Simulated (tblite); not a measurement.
# Geometry relaxation, with input and output: C3H4ClOSi

The run: geometry relaxation of C3H4ClOSi, multiplicity 2. Method and program: GFN2-xTB geometry optimisation, gas phase (tblite 0.8.0).

It belongs to a series of runs on one base structure; here: H removed from acyl C.

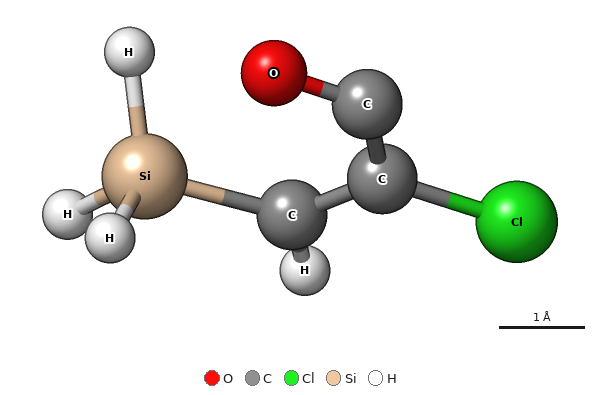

**Figure 1.** The starting structure (ball-and-stick view, seen at a tilt). Bond lengths as drawn: C–C 1.32 to 1.44 Å, C–Cl 1.75 Å, C–H 1.10 Å, C–O 1.22 Å, C–Si 1.84 Å and H–Si 1.47 to 1.48 Å.

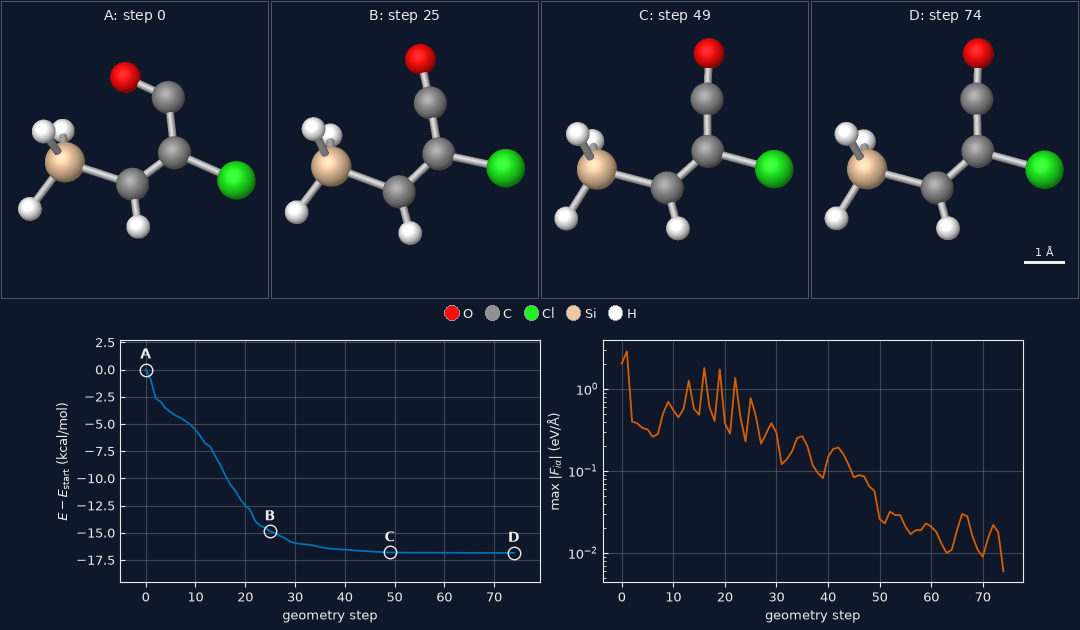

**Figure 2.** Frames of the relaxation (ball-and-stick view, seen at a tilt) above the curves, on which the letters mark them (steps are counted from 0).

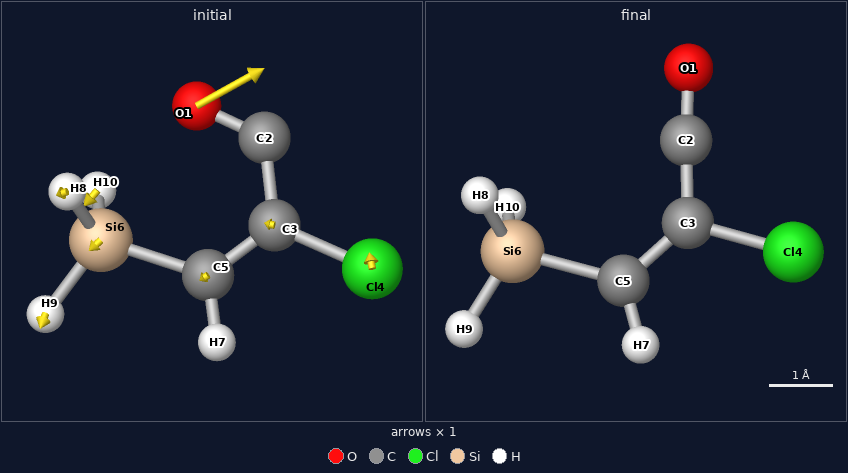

**Figure 3.** Before (left) and after (right) the relaxation, at one scale (ball-and-stick view, seen at a tilt). The yellow arrows give the displacements, at true length. The largest move after the best rigid fit is that of O1, 1.25 Å. Largest moves by element: O 1.25 Å, H 0.35 Å, Cl 0.28 Å, Si 0.26 Å, C 0.18 Å. Among the contacts that change: C2–C3 1.438 → 1.333 Å, O1–C2 1.223 → 1.164 Å, C3–C5 1.323 → 1.380 Å, C3–Cl4 1.749 → 1.776 Å. Among the angles that change: O1–C2–C3 123.2° → 176.7°, C2–C3–Cl4 122.1° → 108.0°, C2–C3–C5 119.3° → 129.7°. After 74 geometry steps the energy has fallen by 16.8 kcal/mol. Largest force component: 2.1 eV/Å at the start, 0.006 eV/Å at the end. (Atoms are counted from 1 in the order of the input.)

The input that produced these results follows, with the program's output.

## Input
```
{"job": {"kind": "relax", "xc": "GFN2-xTB", "basis": "xTB"}, "charge": 0, "multiplicity": 2}
O      0.462900     1.511500     1.229700
C      1.469300     0.920800     0.864400
C      1.439100    -0.218100    -0.013400
Cl     2.897300    -1.041600    -0.517800
C      0.277000    -0.649900    -0.475600
Si    -1.348400     0.112000    -0.067800
H      0.271400    -1.510900    -1.165900
H     -1.709900    -0.238800     1.316900
H     -2.400500    -0.463100    -0.937600
H     -1.349300     1.582700    -0.255400
```

The first line tells a small driver script what to run in tblite; the rest is the geometry in Å.

Launch command:
```bash
OMP_NUM_THREADS=1 python <driver script> task.json out
```

## Output
```
step      E/eV     max force
  0    -508.39398    2.388
  1    -508.43271    3.658
  2    -508.50850    0.487
  3    -508.52216    0.417
  4    -508.54817    0.487
  5    -508.56364    0.431
  6    -508.57671    0.315
  7    -508.58634    0.384
  8    -508.59912    0.552
  9    -508.61430    0.725
 10    -508.63364    0.568
 11    -508.65962    0.545
 12    -508.68907    0.632
 13    -508.70083    1.483
 14    -508.74006    0.594
 15    -508.77368    0.552
 16    -508.81616    2.488
 17    -508.85205    0.843
 18    -508.87689    0.569
 19    -508.91030    2.185
 20    -508.93546    0.560
 21    -508.95365    0.450
 22    -508.99776    1.606
 23    -509.01516    0.617
 24    -509.02480    0.307
 25    -509.03868    0.920
 26    -509.04594    0.581
 27    -509.05711    0.279
 28    -509.06632    0.369
 29    -509.07906    0.427
 30    -509.08526    0.408
 31    -509.08824    0.164
 32    -509.09034    0.179
 33    -509.09230    0.254
 34    -509.09640    0.321
 35    -509.10070    0.321
 36    -509.10465    0.236
 37    -509.10737    0.144
 38    -509.10891    0.117
 39    -509.11005    0.096
 40    -509.11148    0.167
 41    -509.11317    0.223
 42    -509.11489    0.260
 43    -509.11620    0.225
 44    -509.11725    0.152
 45    -509.11826    0.102
 46    -509.11945    0.108
 47    -509.12086    0.106
 48    -509.12204    0.079
 49    -509.12266    0.078
 50    -509.12295    0.034
 51    -509.12310    0.030
 52    -509.12320    0.039
 53    -509.12334    0.037
 54    -509.12355    0.038
 55    -509.12365    0.027
 56    -509.12370    0.025
 57    -509.12372    0.024
 58    -509.12376    0.022
 59    -509.12383    0.029
 60    -509.12391    0.028
 61    -509.12397    0.026
 62    -509.12399    0.015
 63    -509.12400    0.012
 64    -509.12401    0.012
 65    -509.12405    0.022
 66    -509.12412    0.036
 67    -509.12419    0.034
 68    -509.12423    0.018
 69    -509.12424    0.012
 70    -509.12425    0.010
 71    -509.12428    0.022
 72    -509.12431    0.030
 73    -509.12434    0.024
 74    -509.12436    0.008
```

## Trajectory as extended XYZ (Å, eV, eV/Å), 21 of the 75 frames kept, from step=0 to step=74
```
10
Properties=species:S:1:pos:R:3:forces:R:3 step=0 energy=-508.39398
O     0.4629    1.5115    1.2297    2.0520  -1.1390  -0.4410
C     1.4693    0.9208    0.8644   -2.0160   1.1710   0.5140
C     1.4391   -0.2181   -0.0134    0.9130  -0.4880  -0.1430
Cl    2.8973   -1.0416   -0.5178    0.0190   0.3960   0.3410
C     0.2770   -0.6499   -0.4756   -0.1980  -1.0890  -1.0340
Si   -1.3484    0.1120   -0.0678   -1.3420   1.0410   0.6010
H     0.2714   -1.5109   -1.1659    0.1210   0.5150   0.4130
H    -1.7099   -0.2388    1.3169    0.1510   0.0330  -0.1530
H    -2.4005   -0.4631   -0.9376    0.3090  -0.0140   0.0260
H    -1.3493    1.5827   -0.2554   -0.0110  -0.4260  -0.1250
10
Properties=species:S:1:pos:R:3:forces:R:3 step=4 energy=-508.54817
O     0.4906    1.4936    1.2444    0.1130  -0.1460   0.1290
C     1.4518    0.9184    0.8381   -0.0050  -0.0260  -0.2600
C     1.4420   -0.2512   -0.0250   -0.0750   0.0690   0.1570
Cl    2.9191   -1.0137   -0.4901    0.1330   0.1210   0.1690
C     0.2600   -0.6543   -0.4947   -0.1570  -0.3170  -0.3350
Si   -1.3948    0.1503   -0.0410    0.1170  -0.1280   0.0000
H     0.2778   -1.5100   -1.1676   -0.1120   0.2180   0.0810
H    -1.7032   -0.2382    1.3221   -0.0200  -0.0050   0.2130
H    -2.3816   -0.4655   -0.9385    0.0480  -0.0300  -0.0260
H    -1.3529    1.5753   -0.2703   -0.0430   0.2440  -0.1280
10
Properties=species:S:1:pos:R:3:forces:R:3 step=7 energy=-508.58634
O     0.5192    1.4667    1.2799    0.1270   0.0000   0.1640
C     1.4412    0.9083    0.7747   -0.2820   0.2230  -0.1350
C     1.4212   -0.2778   -0.0204    0.1670  -0.0080   0.1010
Cl    2.9538   -0.9766   -0.4447   -0.1330  -0.0640   0.0570
C     0.2353   -0.6588   -0.5203    0.1890  -0.0110   0.0490
Si   -1.4051    0.1612   -0.0228    0.1780  -0.0840  -0.0680
H     0.2669   -1.5066   -1.1819   -0.1860  -0.0430  -0.2320
H    -1.7006   -0.2368    1.3528   -0.0170   0.0850  -0.0300
H    -2.3615   -0.4714   -0.9421   -0.0350   0.0040   0.0450
H    -1.3615    1.5965   -0.2977   -0.0070  -0.1020   0.0480
10
Properties=species:S:1:pos:R:3:forces:R:3 step=11 energy=-508.65962
O     0.5709    1.4682    1.3720    0.4510   0.3050   0.0100
C     1.3606    0.9359    0.6700   -0.4330  -0.2610   0.1730
C     1.4396   -0.2904    0.0121   -0.1360   0.1040  -0.1850
Cl    2.9642   -0.9701   -0.3863    0.3130  -0.1680  -0.0240
C     0.2573   -0.6813   -0.5397   -0.3170   0.0440   0.0340
Si   -1.3663    0.1349   -0.0305   -0.3110   0.0120   0.0100
H     0.2072   -1.4964   -1.2522    0.3030   0.1750   0.0850
H    -1.7018   -0.2063    1.3678    0.0790   0.1150  -0.2770
H    -2.3524   -0.4758   -0.9296   -0.0040  -0.0290   0.0460
H    -1.3704    1.5858   -0.3063    0.0540  -0.2980   0.1280
10
Properties=species:S:1:pos:R:3:forces:R:3 step=15 energy=-508.77368
O     0.6459    1.5528    1.4073    0.4860   0.2620   0.0170
C     1.2799    0.8919    0.6749    0.0020  -0.2930   0.1130
C     1.4402   -0.2707   -0.0038    0.1130   0.0350   0.1130
Cl    2.9873   -1.0033   -0.3803   -0.3250   0.2810   0.1140
C     0.2320   -0.6811   -0.5326    0.0130  -0.1970  -0.2220
Si   -1.3882    0.1082   -0.0505    0.0250  -0.1490  -0.1650
H     0.2388   -1.4667   -1.2686    0.1210  -0.0010  -0.0660
H    -1.6953   -0.1758    1.3304   -0.1020  -0.0730   0.3960
H    -2.3700   -0.4866   -0.9222   -0.3060  -0.2070  -0.2420
H    -1.3617    1.5361   -0.2772   -0.0270   0.3430  -0.0560
10
Properties=species:S:1:pos:R:3:forces:R:3 step=18 energy=-508.87689
O     0.7490    1.6274    1.4083    0.3960   0.1780   0.0630
C     1.2516    0.8312    0.7210    0.0510   0.0830   0.2490
C     1.4278   -0.2633   -0.0157   -0.2040   0.0020   0.0790
Cl    2.9751   -0.9835   -0.3637   -0.1160   0.1280   0.0350
C     0.2073   -0.6914   -0.5491    0.2950   0.0680   0.0820
Si   -1.4139    0.0811   -0.0746   -0.2020   0.2140   0.1190
H     0.2886   -1.4560   -1.2819   -0.0830  -0.3880  -0.4080
H    -1.7014   -0.1705    1.3528   -0.0010   0.0030  -0.2190
H    -2.4148   -0.5195   -0.9493   -0.0340  -0.0100   0.0210
H    -1.3603    1.5493   -0.2704   -0.1020  -0.2770  -0.0210
10
Properties=species:S:1:pos:R:3:forces:R:3 step=22 energy=-508.99776
O     1.0451    1.7797    1.4632    0.4420  -1.3670  -0.7170
C     1.2383    0.7964    0.8395   -0.1920   1.0690   0.5160
C     1.3331   -0.2460    0.0050   -0.1650   0.0910  -0.0620
Cl    2.9408   -0.9103   -0.2927   -0.1730   0.1080   0.1070
C     0.1834   -0.7399   -0.6158    0.0300   0.2620   0.2690
Si   -1.4563    0.0328   -0.1138    0.0550  -0.0970  -0.0750
H     0.3231   -1.4798   -1.3923   -0.0800   0.1210   0.1890
H    -1.7169   -0.1547    1.3311    0.0310  -0.1280  -0.2500
H    -2.4858   -0.5721   -0.9694    0.1140   0.0890   0.1520
H    -1.3959    1.4986   -0.2773   -0.0620  -0.1480  -0.1280
10
Properties=species:S:1:pos:R:3:forces:R:3 step=26 energy=-509.04594
O     1.1404    1.7597    1.4949    0.1970  -0.4110  -0.1900
C     1.2498    0.8098    0.8245   -0.1040   0.4700   0.3260
C     1.2971   -0.2426    0.0110    0.1350   0.0100  -0.1570
Cl    2.9265   -0.8650   -0.2429   -0.0080  -0.0460  -0.0040
C     0.1673   -0.7353   -0.6238    0.0900  -0.0250   0.0050
Si   -1.4557    0.0189   -0.1236   -0.1010   0.1080   0.0010
H     0.3015   -1.4718   -1.4031   -0.0200   0.0760   0.1900
H    -1.7165   -0.1673    1.3058    0.0030  -0.1310   0.0220
H    -2.4810   -0.5749   -0.9556   -0.1710  -0.1040  -0.0950
H    -1.4204    1.4731   -0.3097   -0.0200   0.0530  -0.0990
10
Properties=species:S:1:pos:R:3:forces:R:3 step=30 energy=-509.08526
O     1.3748    1.7610    1.5478    0.0550   0.2800   0.2920
C     1.2846    0.8196    0.8762   -0.0160  -0.2280  -0.2830
C     1.2616   -0.1824   -0.0058   -0.0580   0.0510   0.1420
Cl    2.8984   -0.8111   -0.1828    0.1500  -0.1110  -0.1050
C     0.1472   -0.7151   -0.6219   -0.0530   0.1520  -0.0010
Si   -1.5125    0.0014   -0.1677   -0.0190  -0.1130  -0.0290
H     0.3053   -1.4593   -1.3782    0.0030  -0.1130  -0.0050
H    -1.7234   -0.2325    1.2669   -0.0690   0.0010  -0.0230
H    -2.5582   -0.6275   -0.9751    0.0910   0.0280   0.0420
H    -1.4690    1.4505   -0.3819   -0.0830   0.0530  -0.0290
10
Properties=species:S:1:pos:R:3:forces:R:3 step=33 energy=-509.09230
O     1.4079    1.7533    1.5699    0.0000   0.1710   0.1730
C     1.2887    0.8355    0.8684    0.1090  -0.1730  -0.1510
C     1.2552   -0.1773    0.0011    0.0840  -0.0290   0.0310
Cl    2.9076   -0.8112   -0.1782   -0.1100   0.0040  -0.0570
C     0.1448   -0.7043   -0.6267    0.0170   0.0330  -0.0530
Si   -1.5185   -0.0031   -0.1718    0.0250   0.0600   0.0050
H     0.2968   -1.4640   -1.3738    0.0280  -0.0160   0.0770
H    -1.7299   -0.2412    1.2604   -0.0700   0.0150   0.0040
H    -2.5584   -0.6326   -0.9736   -0.0010  -0.0380  -0.0370
H    -1.4852    1.4495   -0.3981   -0.0810  -0.0260   0.0070
10
Properties=species:S:1:pos:R:3:forces:R:3 step=37 energy=-509.10737
O     1.4640    1.7407    1.6146    0.0100   0.0730   0.0690
C     1.3428    0.8602    0.8650    0.0480  -0.1190  -0.0660
C     1.2706   -0.1643    0.0138   -0.0190   0.0880  -0.0320
Cl    2.8912   -0.8337   -0.2261    0.0350  -0.0160  -0.0220
C     0.1517   -0.6522   -0.6336   -0.0380  -0.0880   0.0890
Si   -1.5324    0.0060   -0.1832   -0.0100  -0.0380  -0.0200
H     0.3021   -1.4840   -1.3008   -0.0100   0.0410  -0.0070
H    -1.7737   -0.2673    1.2408   -0.0330   0.0740  -0.0240
H    -2.5581   -0.6530   -0.9862    0.0550  -0.0260  -0.0370
H    -1.5493    1.4523   -0.4269   -0.0380   0.0110   0.0500
10
Properties=species:S:1:pos:R:3:forces:R:3 step=41 energy=-509.11317
O     1.4665    1.7489    1.6170    0.0270  -0.1790  -0.1300
C     1.3630    0.8552    0.8757   -0.0130   0.1860   0.1150
C     1.2800   -0.1507    0.0061    0.0470  -0.0740  -0.0010
Cl    2.8876   -0.8521   -0.2594   -0.0070   0.0490  -0.0010
C     0.1509   -0.6568   -0.6109    0.0200  -0.0090   0.0350
Si   -1.5378    0.0032   -0.1885   -0.0010   0.0430   0.0300
H     0.3113   -1.4823   -1.2832   -0.0470   0.0180  -0.0190
H    -1.7967   -0.2499    1.2329   -0.0410   0.0160   0.0330
H    -2.5457   -0.6647   -1.0029    0.0300  -0.0350  -0.0550
H    -1.5702    1.4539   -0.4094   -0.0150  -0.0140  -0.0070
10
Properties=species:S:1:pos:R:3:forces:R:3 step=44 energy=-509.11725
O     1.4953    1.7310    1.6360    0.0460  -0.0830  -0.1190
C     1.3849    0.8663    0.8632   -0.0710   0.0280   0.0890
C     1.2850   -0.1507    0.0063   -0.0050  -0.0250   0.0450
Cl    2.8948   -0.8440   -0.2661   -0.0060   0.0290  -0.0320
C     0.1474   -0.6595   -0.5937    0.0260   0.0490  -0.0060
Si   -1.5455    0.0074   -0.1865    0.0130  -0.0090   0.0090
H     0.2959   -1.4806   -1.2763   -0.0230   0.0380   0.0320
H    -1.8226   -0.2405    1.2342   -0.0320   0.0190  -0.0100
H    -2.5250   -0.6823   -1.0229    0.0420   0.0010  -0.0040
H    -1.6013    1.4574   -0.4167    0.0110  -0.0450  -0.0050
10
Properties=species:S:1:pos:R:3:forces:R:3 step=48 energy=-509.12204
O     1.6072    1.7204    1.6517    0.0260   0.0650   0.0370
C     1.4183    0.8648    0.8869   -0.0630  -0.0270  -0.0030
C     1.2755   -0.1379    0.0220   -0.0040  -0.0290  -0.0010
Cl    2.8907   -0.8125   -0.2772    0.0270  -0.0180  -0.0400
C     0.1385   -0.6417   -0.5759    0.0010  -0.0050  -0.0060
Si   -1.5683   -0.0030   -0.1975   -0.0150  -0.0040   0.0240
H     0.2812   -1.4661   -1.2531    0.0300  -0.0090  -0.0190
H    -1.8729   -0.2382    1.2179   -0.0360  -0.0020   0.0170
H    -2.5085   -0.7202   -1.0555    0.0210  -0.0050   0.0080
H    -1.6526    1.4389   -0.4420    0.0130   0.0340  -0.0170
10
Properties=species:S:1:pos:R:3:forces:R:3 step=52 energy=-509.12320
O     1.5929    1.7280    1.6437   -0.0070  -0.0320  -0.0210
C     1.4105    0.8585    0.8914    0.0100   0.0190   0.0190
C     1.2786   -0.1459    0.0252   -0.0040   0.0190   0.0020
Cl    2.8934   -0.8161   -0.2905   -0.0140   0.0070  -0.0080
C     0.1401   -0.6460   -0.5742   -0.0060  -0.0130   0.0150
Si   -1.5659   -0.0025   -0.1913    0.0120   0.0110   0.0030
H     0.2863   -1.4648   -1.2587    0.0000   0.0070  -0.0010
H    -1.8820   -0.2281    1.2241   -0.0170  -0.0170  -0.0060
H    -2.4979   -0.7204   -1.0577    0.0080   0.0010   0.0180
H    -1.6470    1.4420   -0.4346    0.0180  -0.0020  -0.0200
10
Properties=species:S:1:pos:R:3:forces:R:3 step=56 energy=-509.12370
O     1.6063    1.7264    1.6471   -0.0050   0.0120   0.0160
C     1.4151    0.8586    0.8959    0.0110  -0.0160  -0.0160
C     1.2779   -0.1420    0.0264    0.0000   0.0040   0.0090
Cl    2.8900   -0.8122   -0.2999    0.0060   0.0080  -0.0050
C     0.1385   -0.6467   -0.5662   -0.0020   0.0020   0.0000
Si   -1.5671   -0.0005   -0.1899   -0.0100  -0.0120  -0.0030
H     0.2859   -1.4617   -1.2547   -0.0050  -0.0010   0.0010
H    -1.8977   -0.2334    1.2209   -0.0040   0.0070  -0.0010
H    -2.4915   -0.7257   -1.0570   -0.0090  -0.0010  -0.0010
H    -1.6485    1.4418   -0.4450    0.0170  -0.0030   0.0000
10
Properties=species:S:1:pos:R:3:forces:R:3 step=59 energy=-509.12383
O     1.6072    1.7264    1.6477    0.0020   0.0030   0.0130
C     1.4176    0.8577    0.8970   -0.0060   0.0130   0.0020
C     1.2775   -0.1416    0.0274    0.0130  -0.0230  -0.0130
Cl    2.8907   -0.8097   -0.3045   -0.0070   0.0110  -0.0030
C     0.1375   -0.6473   -0.5636    0.0040  -0.0010  -0.0010
Si   -1.5691   -0.0021   -0.1897    0.0170   0.0170   0.0030
H     0.2854   -1.4610   -1.2537   -0.0040  -0.0010   0.0050
H    -1.9024   -0.2317    1.2204   -0.0060   0.0030   0.0070
H    -2.4914   -0.7270   -1.0575   -0.0220  -0.0090  -0.0120
H    -1.6442    1.4409   -0.4460    0.0090  -0.0120   0.0000
10
Properties=species:S:1:pos:R:3:forces:R:3 step=63 energy=-509.12400
O     1.6016    1.7257    1.6500    0.0010  -0.0100  -0.0030
C     1.4169    0.8588    0.8958   -0.0060   0.0020   0.0050
C     1.2793   -0.1431    0.0278   -0.0030   0.0050  -0.0020
Cl    2.8916   -0.8069   -0.3102    0.0030   0.0060  -0.0040
C     0.1381   -0.6486   -0.5617    0.0010  -0.0040  -0.0010
Si   -1.5682   -0.0028   -0.1887   -0.0010  -0.0040  -0.0010
H     0.2838   -1.4612   -1.2531    0.0050  -0.0100   0.0050
H    -1.9066   -0.2303    1.2212    0.0010   0.0050  -0.0020
H    -2.4947   -0.7265   -1.0558    0.0020   0.0070   0.0030
H    -1.6331    1.4395   -0.4477   -0.0030   0.0020   0.0010
10
Properties=species:S:1:pos:R:3:forces:R:3 step=67 energy=-509.12419
O     1.6028    1.7186    1.6563   -0.0030   0.0170   0.0140
C     1.4145    0.8582    0.8960    0.0070  -0.0280  -0.0180
C     1.2789   -0.1420    0.0254   -0.0060   0.0140   0.0150
Cl    2.8948   -0.7937   -0.3186    0.0020   0.0040  -0.0050
C     0.1386   -0.6530   -0.5602   -0.0070  -0.0040   0.0020
Si   -1.5669   -0.0035   -0.1888   -0.0190  -0.0100  -0.0070
H     0.2854   -1.4702   -1.2461   -0.0020  -0.0080   0.0000
H    -1.9132   -0.2248    1.2205    0.0110   0.0010  -0.0060
H    -2.4977   -0.7228   -1.0557    0.0130   0.0040   0.0060
H    -1.6283    1.4378   -0.4514    0.0030   0.0110   0.0010
10
Properties=species:S:1:pos:R:3:forces:R:3 step=70 energy=-509.12425
O     1.6003    1.7172    1.6577    0.0010   0.0010   0.0010
C     1.4148    0.8567    0.8965   -0.0070   0.0050   0.0050
C     1.2784   -0.1419    0.0249    0.0000  -0.0080   0.0010
Cl    2.8958   -0.7890   -0.3236   -0.0030   0.0020  -0.0050
C     0.1380   -0.6556   -0.5588   -0.0010  -0.0010   0.0040
Si   -1.5675   -0.0039   -0.1888    0.0060   0.0080  -0.0030
H     0.2863   -1.4737   -1.2437   -0.0080   0.0000   0.0040
H    -1.9150   -0.2218    1.2203    0.0090  -0.0030  -0.0020
H    -2.4981   -0.7214   -1.0556    0.0000  -0.0060  -0.0050
H    -1.6240    1.4382   -0.4514    0.0010   0.0020   0.0000
10
Properties=species:S:1:pos:R:3:forces:R:3 step=74 energy=-509.12436
O     1.5959    1.7147    1.6607    0.0000  -0.0030  -0.0020
C     1.4124    0.8555    0.8975   -0.0020   0.0060   0.0050
C     1.2779   -0.1435    0.0259    0.0010  -0.0010  -0.0050
Cl    2.8963   -0.7814   -0.3331   -0.0010  -0.0010   0.0000
C     0.1373   -0.6593   -0.5556    0.0010   0.0010  -0.0010
Si   -1.5665   -0.0017   -0.1903    0.0030   0.0000   0.0030
H     0.2841   -1.4801   -1.2374   -0.0020   0.0010   0.0020
H    -1.9124   -0.2199    1.2190    0.0000   0.0000   0.0030
H    -2.4969   -0.7204   -1.0568    0.0000   0.0020  -0.0030
H    -1.6192    1.4407   -0.4524    0.0000  -0.0030  -0.0030
```

## Summary

```csv
quantity,value
outcome,converged
total energy,−509.1244 eV
hardware,"1 CPU thread, shared host"
peak memory,0.18 GiB
```
